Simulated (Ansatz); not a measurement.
# O$_{2}$: one change and its effect

System: O$_{2}$, multiplicity 3, SMILES [O][O].
Method of the first run: UKS r2SCAN-D4/def2-TZVPP (Ansatz 0.2.0).

Text and figures count atoms from 1; the logs count them from 0 in places.

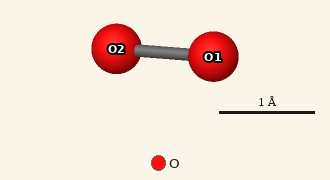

Figure 1. The structure as given in the input (ball-and-stick view, seen at a tilt; atoms are numbered from 1 in the order of the input). Bond lengths as drawn: O–O 1.19 Å.

The input, the first run:
```yaml
crystal:
  periodic: [false, false, false]
  atoms:
    - { symbol: O, position_ang: [0.0, 0.0, 0.00850467] }
    - { symbol: O, position_ang: [0.0, 0.0, 1.20131533] }
magnetization:
  spin_polarized: true
  initial_magnetization: 2
basis:
  gaussian: { orbitals: def2-TZVPP }
hamiltonian:
  xc: r2scan
  dispersion: d4
relax:
  f_tol: 0.002
  max_steps: 150
```

Launched with:
```bash
ansatz run input.yaml --threads 1 --pin off --max-ram 2560MiB --backend cpu --events-out ev --progress --plain --runs-dir out
```

Hardware: 1 thread of Arm Neoverse V1, 24 GiB of memory available, shared host.

Output, shortened to warnings, some set-up lines, iterations and results (the first run):
```
[...]
mean field evaluation 1: about -4089.9722 eV, gradient 1.4e1 eV
mean field evaluation 2: about -4090.2503 eV, gradient 9.6e0 eV
mean field evaluation 4: about -4090.5211 eV, gradient 4.2e-1 eV
mean field evaluation 8: about -4090.5206 eV, gradient 1.8e-3 eV
relax step   1: F+E_penalty+E_count = -4090.52230661 eV  Δ(F+E_penalty+E_count) = +0.000e0 eV  max|allowed force component| = 1.123e0 eV/Å  Δτ_max = 0.0000 Å  (28 SCF iters, …
mean field evaluation 16: about -4090.5289 eV, gradient 2.4e-3 eV
relax step   2: F+E_penalty+E_count = -4090.52952933 eV  Δ(F+E_penalty+E_count) = -7.223e-3 eV  max|allowed force component| = 2.493e-1 eV/Å  Δτ_max = 0.0053 Å  (31 SCF …
relax step   3: F+E_penalty+E_count = -4090.52992362 eV  Δ(F+E_penalty+E_count) = -3.943e-4 eV  max|allowed force component| = 8.670e-3 eV/Å  Δτ_max = 0.0015 Å  (31 SCF …
mean field evaluation 32: about -4090.5293 eV, gradient 3.6e-5 eV
relax step   4: F+E_penalty+E_count = -4090.52992395 eV  Δ(F+E_penalty+E_count) = -3.315e-7 eV  max|allowed force component| = 4.885e-3 eV/Å  Δτ_max = 0.0001 Å  (32 SCF …
relax step   5: F+E_penalty+E_count = -4090.52992410 eV  Δ(F+E_penalty+E_count) = -1.535e-7 eV  max|allowed force component| = 8.774e-7 eV/Å  Δτ_max = 0.0000 Å  (32 SCF …
mean field evaluation 64: about -4090.5282 eV, gradient 8.5e-4 eV
mean field -4090.52819427 eV, -150.3241384798 hartree, gradient 1.9e-5 eV, S^2 2.009857; 1 other end points of the search recorded, 0 dependent functions left out
the calculation of the forces begins
reference -4090.52819780 eV, -150.3241386097 hartree; 9, 7 occupied and 53, 55 virtual orbitals, 302 factors
Total energy: -4090.52992764 eV, -150.3242021799 hartree
Atom 0 at    -0.000000     0.000000     0.001610 Å, force    -0.000000     0.000000     0.000001 eV/Å
Atom 1 at     0.000000    -0.000000     1.208210 Å, force     0.000000    -0.000000    -0.000001 eV/Å
Dipole moment:    -0.000000    -0.000000    -0.000000 e Å
```

For the second run the input was changed thus:
```diff
-  xc: r2scan
+  xc: pbe
```

How does the second run compare with the first run?

The total energies belong to different methods, so their difference says nothing on which is more stable or more accurate. The functional changes from r2SCAN to PBE. On the same kind of shared host the second run took about 0.46 times as long.

Output, shortened to warnings, some set-up lines, iterations and results (the second run):
```
[...]
mean field evaluation 1: about -4087.7588 eV, gradient 1.5e1 eV
mean field evaluation 2: about -4087.8461 eV, gradient 1.4e1 eV
mean field evaluation 4: about -4088.4575 eV, gradient 2.9e-1 eV
mean field evaluation 8: about -4088.4551 eV, gradient 1.5e-3 eV
relax step   1: F+E_penalty+E_count = -4088.46273061 eV  Δ(F+E_penalty+E_count) = +0.000e0 eV  max|allowed force component| = 2.029e0 eV/Å  Δτ_max = 0.0000 Å  (24 SCF iters, …
mean field evaluation 16: about -4088.4816 eV, gradient 7.6e-3 eV
relax step   2: F+E_penalty+E_count = -4088.48660357 eV  Δ(F+E_penalty+E_count) = -2.387e-2 eV  max|allowed force component| = 4.966e-1 eV/Å  Δτ_max = 0.0096 Å  (27 SCF …
relax step   3: F+E_penalty+E_count = -4088.48827380 eV  Δ(F+E_penalty+E_count) = -1.670e-3 eV  max|allowed force component| = 3.195e-2 eV/Å  Δτ_max = 0.0032 Å  (28 SCF …
mean field evaluation 32: about -4088.4833 eV, gradient 3.3e-5 eV
relax step   4: F+E_penalty+E_count = -4088.48827793 eV  Δ(F+E_penalty+E_count) = -4.134e-6 eV  max|allowed force component| = 2.074e-2 eV/Å  Δτ_max = 0.0004 Å  (29 SCF …
relax step   5: F+E_penalty+E_count = -4088.48828096 eV  Δ(F+E_penalty+E_count) = -3.024e-6 eV  max|allowed force component| = 1.185e-5 eV/Å  Δτ_max = 0.0001 Å  (17 SCF …
302 factors; their error is unknown
mean field -4088.48069473 eV, -150.2488942596 hartree, gradient 7.5e-5 eV, S^2 2.004348; 1 other end points of the search recorded, 0 dependent functions left out
the calculation of the forces begins
reference -4088.48071001 eV, -150.2488948213 hartree; 9, 7 occupied and 53, 55 virtual orbitals, 302 factors
Total energy: -4088.48829624 eV, -150.2491736100 hartree
Atom 0 at     0.000000    -0.000000    -0.004483 Å, force     0.000000     0.000000     0.000012 eV/Å
Atom 1 at    -0.000000     0.000000     1.214303 Å, force    -0.000000    -0.000000    -0.000012 eV/Å
Dipole moment:     0.000000    -0.000000    -0.000000 e Å
```

The two runs side by side:

```csv
quantity,the first run,the second run
outcome,converged,converged
total energy (hartree),−150.324202,−150.249174
⟨S²⟩,2.010,2.004
largest force (eV/Å),0.000,0.000
basis functions,62,62
wall time (shared host),8.7 s,4 s
```
